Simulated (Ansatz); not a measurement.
# CH₃SSi (SMILES C[Si-]=S) (charge −1): what the fields show

Input file:

```
crystal:
  periodic: [false, false, false]
  atoms:
    - {symbol: C, position_ang: [0.347873, 1.366538, 1.127270]}
    - {symbol: S, position_ang: [1.468322, 3.290266, -1.125691]}
    - {symbol: Si, position_ang: [0.680498, 1.412990, -0.801762]}
    - {symbol: H, position_ang: [1.322034, 1.328352, 1.647994]}
    - {symbol: H, position_ang: [-0.158791, 2.287318, 1.463024]}
    - {symbol: H, position_ang: [-0.242496, 0.487025, 1.440567]}
basis:
  gaussian: {orbitals: def2-TZVPD}
total_charge: -1
hamiltonian: {xc: pbe0}
output: {forces: true, orbitals: {seedname: orbitals}}
```

Run with:

```sh
ansatz run input.yaml --threads 1 --pin off --max-ram 2610MiB --events-out events.jsonl --progress --plain --runs-dir runs
```

Geometry: PBE0-D3(BJ)/def2-SVPD.

Computed with isolated molecule in a Gaussian basis; Kohn-Sham density functional theory, functional PBE0 (Ansatz).

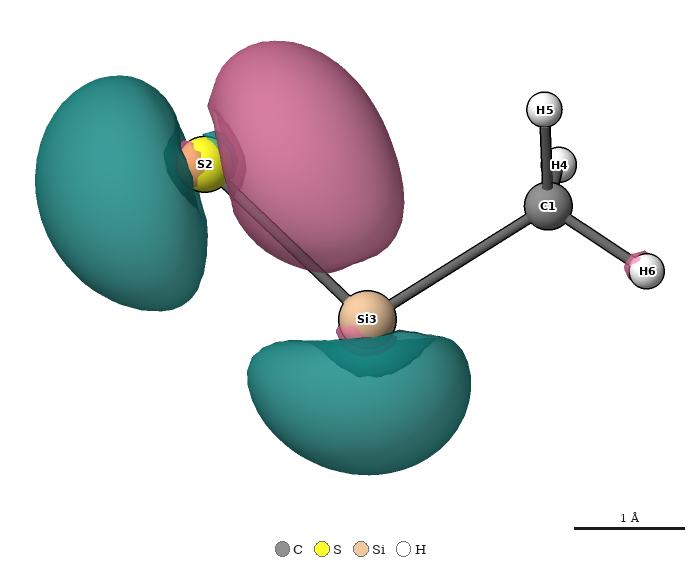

Figure 1. The HOMO−1 at ±0.15 Å⁻³ᐟ² (teal and pink are the two phases), seen across its widest extent.

Describe this orbital and give its energy.

Answer. By Hirshfeld shares it lies mainly on S2 (about 60 %) and Si3 (about 35 %). Its energy is −1.89 eV.

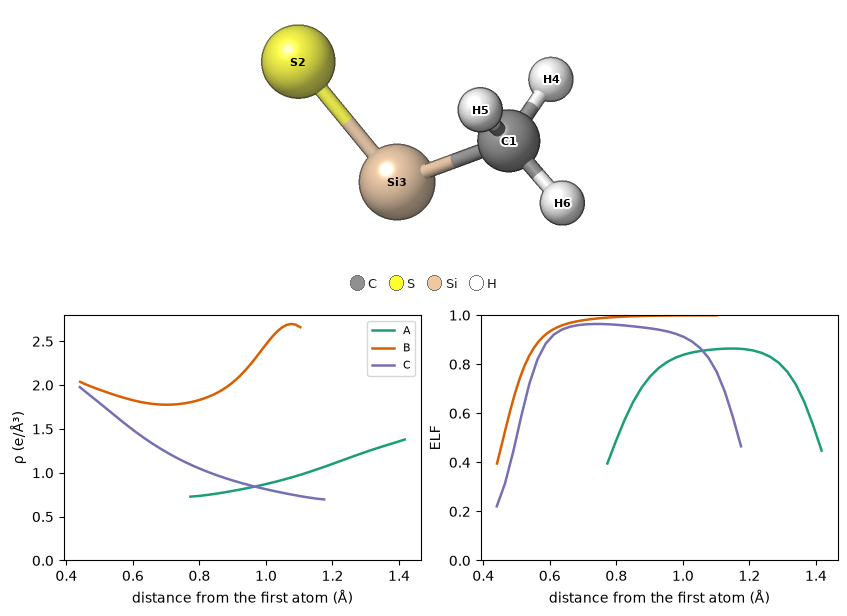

Figure 2. Electron density and electron localisation function along straight lines between neighbouring atoms. The curves leave out the atomic cores. The structure is drawn too.

Which curve belongs to which contact (C–H, C–Si and Si–S)? The first atom named is at distance zero.

Answer. Curve A: Si–S (2.06 Å): ρ is about 0.9 e/Å³ halfway; the ELF peaks at about 0.85 between the atoms; localised, covalent bonding. Curve B: C–H (1.10 Å): ρ at the midpoint is about 1.9 e/Å³; the ELF climbs to about 1 towards the hydrogen, as it does in any bond to H (a covalent bond by its length). Curve C: C–Si (1.96 Å): ρ at the midpoint is about 0.83 e/Å³; the ELF peaks at about 0.95 between the atoms (a shared electron pair).

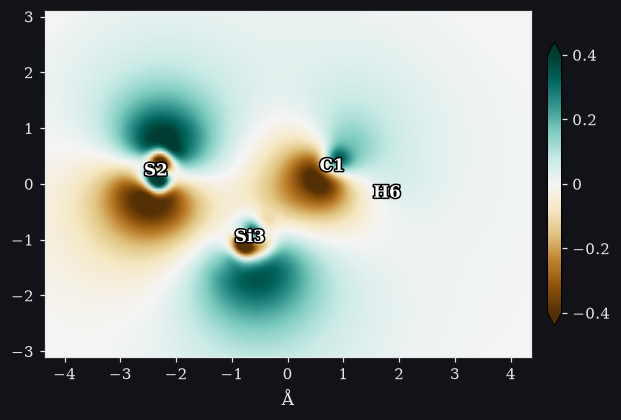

Figure 3. The HOMO on the plane of atoms C1, Si3 and S2 (values in Å⁻³ᐟ²; the overall sign is arbitrary).

Where does this orbital lie, and at what energy?

Answer. Its weight (Hirshfeld) is mainly on Si3 (about 45 %), S2 (about 40 %) and C1 (about 10 %). Its energy is −0.43 eV.
